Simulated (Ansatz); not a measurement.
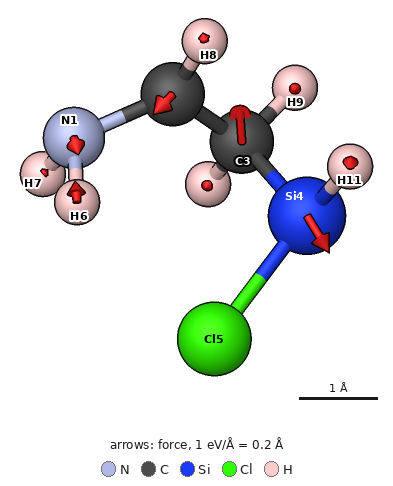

Starting geometry of C2H6ClNSi (coarse preliminary run) with the computed forces as red arrows. A ball-and-stick model, seen from a free direction.

The start comes from a force field.

Computed with Ansatz 0.2.0, RKS PBE-D4/def2-SVP. Settings: force threshold 0.03 eV/Å; at most 200 steps.

Q: Is this structure relaxed? If not, where do the atoms go?

A: It isn't relaxed: the largest force vector, on a C atom, is 4.91 eV/Å. The final displacements have little in common with the starting forces (cosine between the two patterns 0.25). The largest moves after the best rigid fit, 1.00 Å, are those of H atoms. By element the largest moves are H 1.00 Å, Cl 0.54 Å, Si 0.38 Å, N 0.19 Å, C 0.13 Å. Among the contacts that change: C–Si 1.770 → 2.061 Å, H–Si 1.449 → 1.551 Å, Cl–Si 2.098 → 2.199 Å, C–N 1.419 → 1.350 Å. Among the angles between lasting bonds that change: C–Si–H 120.4° → 94.5°, C–Si–Cl 110.8° → 96.1°, H–C–H 99.0° → 113.0°. The energy falls by 127.4 kJ/mol in 11 geometry steps. Largest force component: 4.1 eV/Å at the start, 0.021 eV/Å at the end.
